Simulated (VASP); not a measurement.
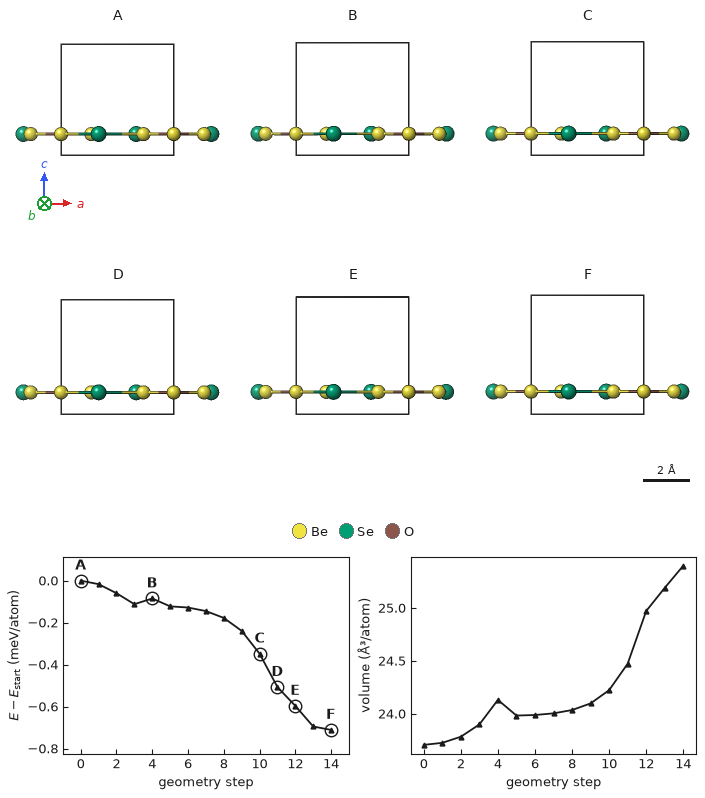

Frames of a relaxation of a crystal of Be3Se2O (a generated structure, set up in P31m), marked on the history of the run. The picture is a ball-and-stick view of the cell of the calculation, seen along the b axis.

The run lets cell and atoms move.

Computed with VASP, Kohn-Sham DFT of a periodic cell, PBE, VASP PAW PBE potentials, recommended.

The input:
```
  PREC = Accurate
  ENCUT = 520
  EDIFF = 1E-7
  ISMEAR = 0
  SIGMA = 0.03
  LREAL = False
  LASPH = True
  NELM = 120
  ALGO = Normal
  ISIF = 3
  LWAVE = False
  LCHARG = False
  GGA = PE
  IBRION = 2
  NSW = 60
  EDIFFG = -0.005
  POTIM = 0.3
  KPAR = 4
```

Launched with:
```bash
cat potpaw_PBE.64/Be/POTCAR potpaw_PBE.64/Se/POTCAR potpaw_PBE.64/O/POTCAR > POTCAR
mpirun -np 4 vasp_std > vasp.out
```

Question: What happens along the run?

Answer: The atoms keep their places relative to the cell (all moves are under 0.005 Å). The drawn cell changes as follows: a = b unchanged at 5.776 Å, c 4.923 → 5.274 Å (+7.1 %); the volume changes by +7.1 %. The space group (tolerance 0.01 Å) goes from P31m (No. 157) to P-62m (No. 189). After 14 geometry steps the energy has fallen by 0.7 meV per atom. The largest force component goes from 0.0078 to 0.0044 eV/Å. The pressure goes from 0.06 to 0.01 GPa. From step 0 to 4: volume +1.8 %, energy −0.1 meV per atom. From step 4 to 10: volume +0.4 %, energy −0.3 meV per atom. From step 10 to 11: volume +1.0 %, energy −0.2 meV per atom. From step 11 to 12: volume +2.0 %, energy −0.1 meV per atom. From step 12 to 14: volume +1.7 %, energy −0.1 meV per atom.
